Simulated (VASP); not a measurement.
Band structure of C (graphite). These are MS2 meta-GGA, VASP's PBE PAW potentials (set 64) (plane waves; VASP 6.6.1) values and carry that method's errors.

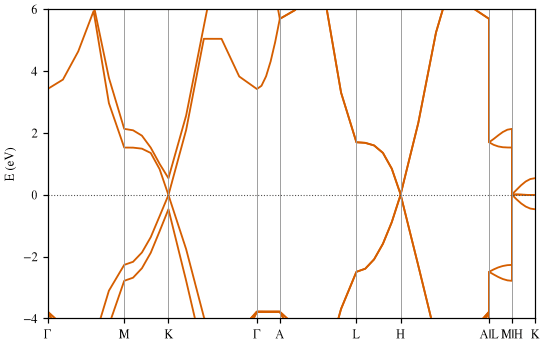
Bands along high-symmetry lines, zero at the valence-band maximum or, without a gap, the Fermi level

Task: Read the plot: is there a gap, and where are the band edges?

Result: It has no gap at this level: it comes out as a metal or semimetal.

The compound is C in the graphite structure. It was relaxed first, which changed the volume by +6 %.
